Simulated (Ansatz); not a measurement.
K2Be3Pd: space group P-3m1 (No. 164), a = 3.719 Å, b = 3.719 Å, c = 10.815 Å, α = 90.00°, β = 90.00°, γ = 120.00°. Origin: the end point of a relaxation with DFT PBE, scalar-relativistic, plane waves, PAW (Ansatz 0.2.0); the starting structure was generated, so it need not be a known form of this composition. Forms under 0.4 % of the area are left out.

> What shape follows from the Bravais–Friedel–Donnay–Harker rule?

The forms computed, by share of the surface:

| form | faces | d (Å) | share of area (%) |
| --- | --- | --- | --- |
| {001} | 2 | 10.815 | 62.7 |
| {100} | 6 | 3.221 | 37.3 |

The crystal is plate-like. Widths along a, b and c stand as 1.00 : 1.00 : 0.26.

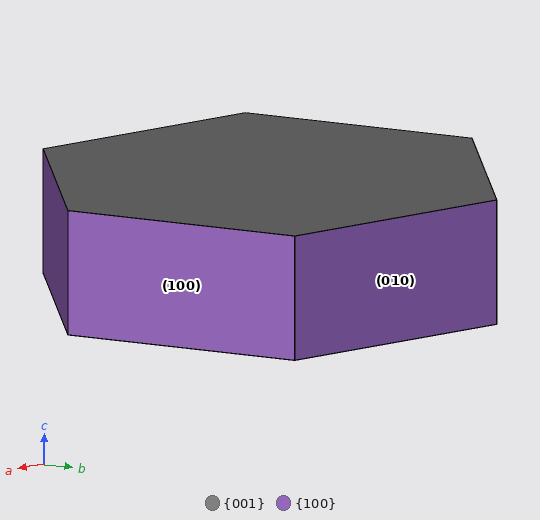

The computed shape, faces indexed. The rule is geometric and ignores bonding and growth conditions.
